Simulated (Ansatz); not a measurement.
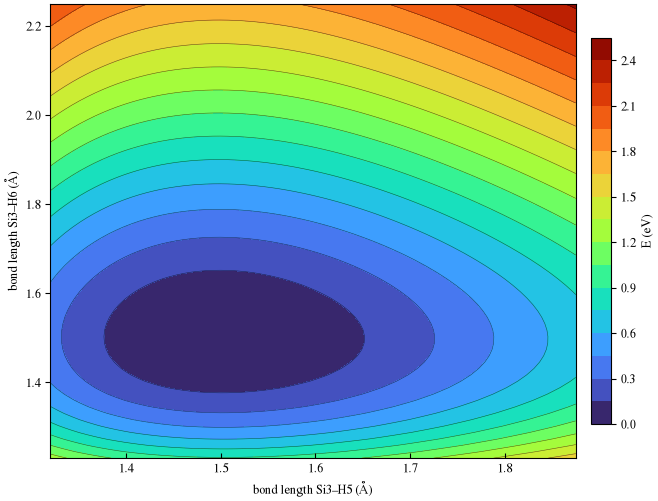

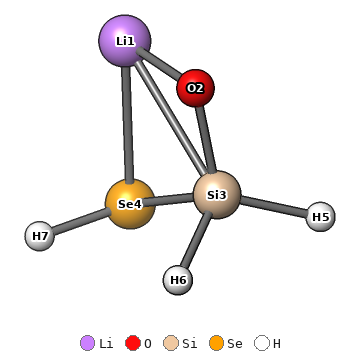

Energy landscape of H₃LiOSeSi. 
- First axis: bond length Si3–H5. Second axis: bond length Si3–H6.
- Nothing is relaxed (all other coordinates rigid).
- Grid: 15 × 15 points.
- Points are written as (first, second).
- All energies are given in eV relative to the relaxed molecule at the same level.
- The reference is spin-restricted, which grows unreliable where a bond is stretched far.
- Level of theory: Ansatz 0.2.0, RKS SPW92 (LDA)/def2-TZVP.

Drawn: filled contours. Between grid points the surface is interpolated. The second picture is the structure at the lowest point.

Question: What does the map say about the system?

Answer: The lowest grid point is at (1.518 Å, 1.521 Å), 0.006 eV from the relaxed molecule at the same level. It is the only kind of minimum in the scanned range. The highest grid point, (1.875 Å, 2.250 Å), lies 2.42 eV above the lowest. Round the minimum the contours are nearly round: the two directions are equally stiff and uncoupled.

Each point was launched as `ansatz run input.yaml --threads 1 --pin off --max-ram 2560MiB --backend cpu --events-out ev --progress --plain --runs-dir out`. The whole map (225 points run) took 11 min on 1 thread of Arm Neoverse V2, with other jobs on the host.
